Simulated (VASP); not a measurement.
Data:

```
CELL_PARAMETERS angstrom
      1.22650    -2.12435     0.00000
      1.22650     2.12435     0.00000
      0.00000     0.00000     6.89989
ATOMIC_POSITIONS crystal
  C  0.00000 0.00000 0.25000
  C  0.00000 0.00000 0.75000
  C  0.33333 0.66667 0.25000
  C  0.66667 0.33333 0.75000
```

The numbers are results of SCAN meta-GGA, VASP's PBE PAW potentials (set 64) (plane waves; VASP), not measurements. Run with 520 eV cut-off, 12×12×4 Γ-centred mesh, tetrahedra with Blöchl corrections, potentials C.

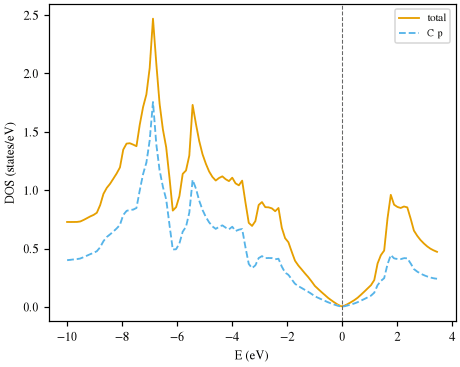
Figure: Total and projected density of states, zero at the Fermi level

Within 2 eV below the Fermi level the largest weight inside VASP's projection spheres is C p.

It has no gap at this level: it comes out as a metal or semimetal.

The compound is C in the graphite structure. It was relaxed first.
